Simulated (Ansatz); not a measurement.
Bi (A7 type, space group R-3m)

```
CELL_PARAMETERS angstrom
      2.26661     1.30863     3.88456
     -2.26661     1.30863     3.88456
      0.00000    -2.61726     3.88456
ATOMIC_POSITIONS crystal
  Bi 0.23718 0.23718 0.23718
  Bi 0.76282 0.76282 0.76282
```

Grid over V/V₀ and (c/a)/(c/a)₀, subscript 0 meaning the relaxed cell; the conventional c axis lies along z; no internal relaxation.

The numbers are results of PBE-D3(BJ) (plane waves to 420 eV, PAW, scalar-relativistic; Ansatz, a program for electronic structure), not measurements. k mesh 13×13×13 (Γ-centred), Fermi-Dirac smearing 0.05 eV. The energy includes the smearing's −TS. Compression counts positive. As the atoms are clamped, bonds stretch with the cell, which overstates energies and stresses. With partly filled bands, the response to shear is sensitive to the k mesh, so small differences along c/a are uncertain. Bi was relaxed with its symmetry unable to fall. Spin-orbit coupling is left out, though Bi is heavy. ΔE is measured from the relaxed starting cell.

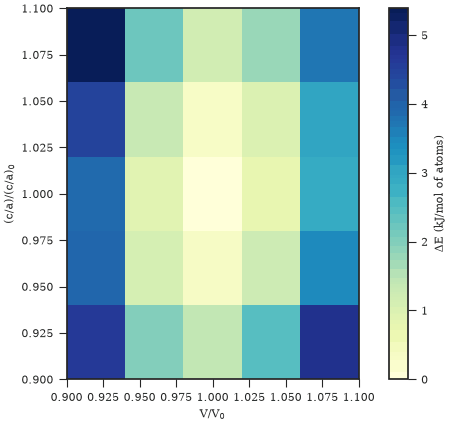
Figure: ΔE (kJ/mol of atoms) over the 5×5 grid of computed points.

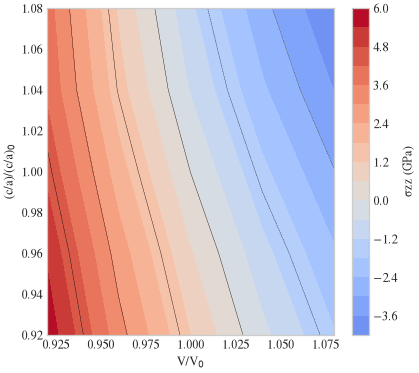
Fig. 1. σzz (GPa) over the 5×5 grid of computed points.

Lowest place on the grid: V/V₀ = 1.000, (c/a)/(c/a)₀ = 1.000 (0 meV/atom). Highest place on the grid: V/V₀ = 0.920, (c/a)/(c/a)₀ = 1.080 (56 meV/atom).

(Under strain, the slope of the energy per volume gives the stress and its curvature an elastic modulus.)
